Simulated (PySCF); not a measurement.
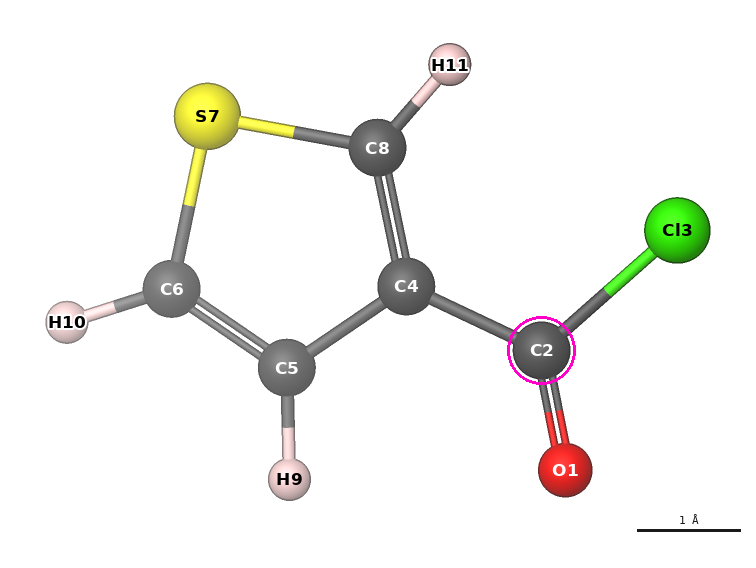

Orthographic view. Distant atoms are faded towards the background colour. The geometry was computed by an optimisation with PBE0-D3(BJ)/def2-SVP. No frequency run is at hand to confirm it as a minimum.

Q: Name the neighbours of the circled atom.

A: The circled atom is C2; it is bonded to O1, Cl3, C4.

Q: What is the shortest path along bonds from the circled atom to H10?

A: C2–C4–C5–C6–H10, 4 bonds; through space the two are 4.69 Å apart.

Q: Which two atoms are farthest apart in space?

A: Cl3 and H10, 6.11 Å.
